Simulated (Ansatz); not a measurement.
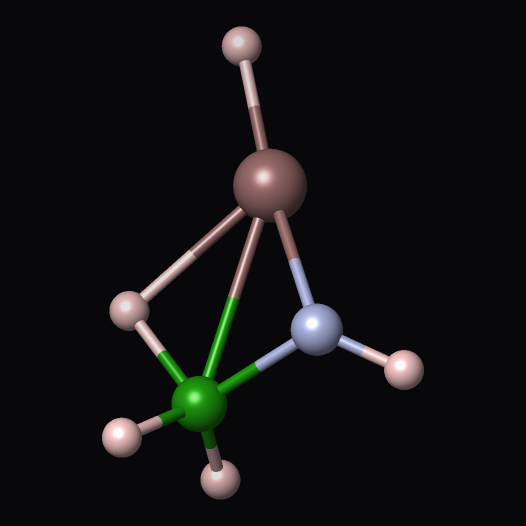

Every bond is drawn as one stick, whatever its order. Colours: boron green, indium brown, nitrogen light blue, hydrogen pink.

Computed geometry: PBE0-D4/def2-TZVP optimisation. No frequency run is at hand to confirm it as a minimum.

> Count the atoms of each element.

BH5InN, 8 atoms: 1 boron, 5 hydrogen, 1 indium and 1 nitrogen.

> How many sets of symmetry-equivalent atoms are there?

8: 1 B, 1 In, 1 N, 1 H, 1 H, 1 H, 1 H, 1 H.

> How many bonds of each kind are drawn?

3 B–H, 2 In–H, 1 B–In, 1 In–N, 1 B–N, 1 N–H. Sticks follow a distance rule.

More results for the same structure follow; atom numbers are the same in all pictures, views and colours differ.

## Geometry

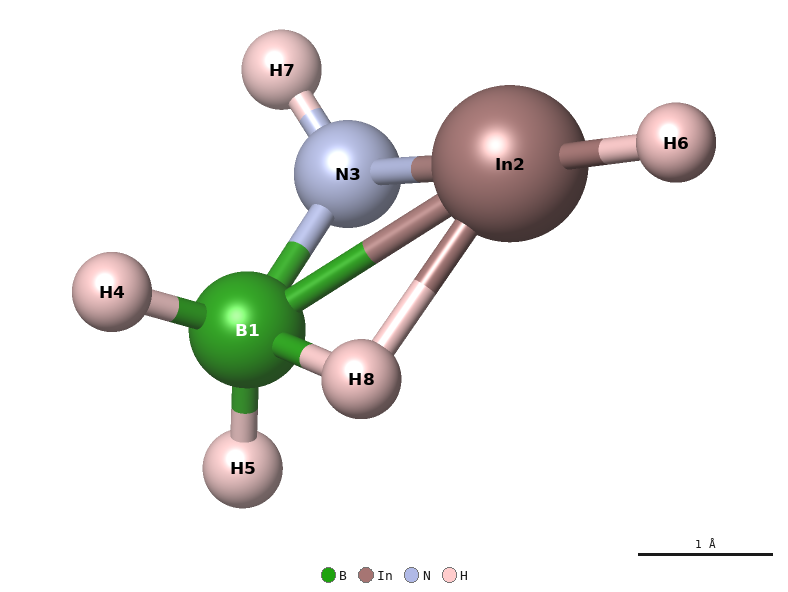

Atoms carry their numbers in the input. No frequency run is at hand to confirm it as a minimum.

Estimate the angles B1–In2–N3, B1–N3–In2, B1–N3–H7, B1–H8–In2, In2–B1–N3, In2–B1–H4, In2–B1–H5, In2–N3–H7, N3–In2–H6, H4–B1–H5, H4–B1–H8, H6–In2–H8.

| angle | degrees |
| --- | --- |
| B1–In2–N3 | 39.5 |
| B1–N3–In2 | 88.5 |
| B1–N3–H7 | 121.5 |
| B1–H8–In2 | 92.8 |
| In2–B1–N3 | 52.0 |
| In2–B1–H4 | 113.1 |
| In2–B1–H5 | 128.4 |
| In2–N3–H7 | 125.7 |
| N3–In2–H6 | 169.5 |
| H4–B1–H5 | 115.6 |
| H4–B1–H8 | 102.7 |
| H6–In2–H8 | 115.3 |

## Electronic properties

No frequency run is at hand to confirm it as a minimum. Properties computed with RKS PBE0-D4/def2-TZVPP, core potentials on In (Ansatz 0.2.0).

> What is the HOMO energy (Kohn–Sham orbital)?

−6.29 eV.

> Give the LUMO energy (Kohn–Sham orbital) at this level.

−1.81 eV.

> Estimate the dispersion correction.

−10.8 kJ/mol.

## Charges

The questions are on Mulliken charges. No frequency run is at hand to confirm it as a minimum. Properties computed with RKS PBE0-D4/def2-TZVP, core potentials on In (Ansatz 0.2.0).

Give the Mulliken charges atom by atom.

```
atom  value (e)
  B1      −0.16
 In2       0.51
  N3      −0.50
  H4      −0.03
  H5      −0.03
  H6       0.01
  H7       0.23
  H8      −0.03
```

## Dipole moment

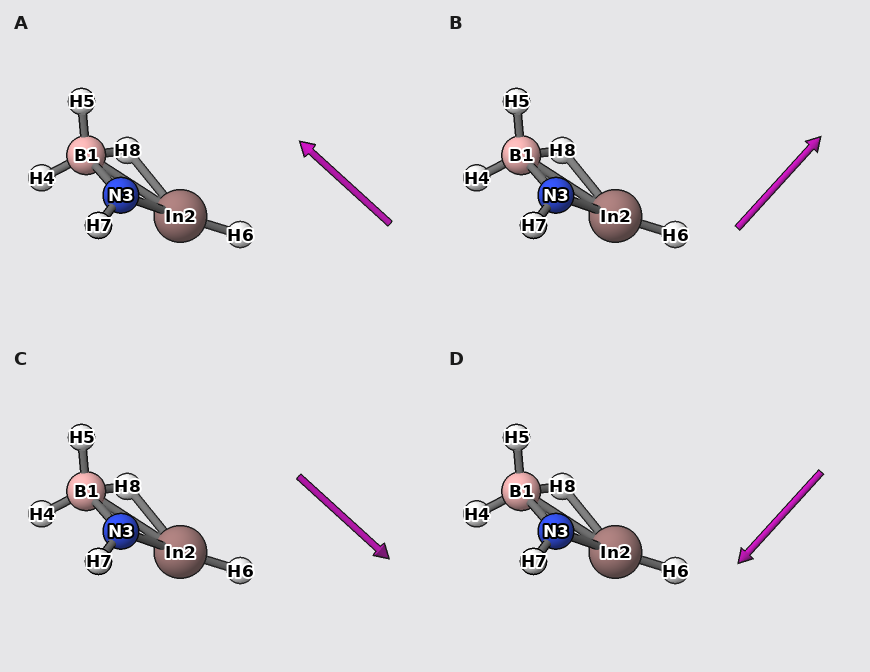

The same molecule four times, each with an arrow. No frequency run is at hand to confirm it as a minimum. Properties computed with RKS PBE0-D4/def2-TZVP, core potentials on In (Ansatz 0.2.0).

> Which arrow points along the dipole moment, from the negative to the positive end?

C. The dipole moment is 4.89 D; it points from the side of H5 to the side of H6 (the outermost atoms at the two ends).

Mulliken values depend strongly on the basis set and can even reverse the polarity of a bond.
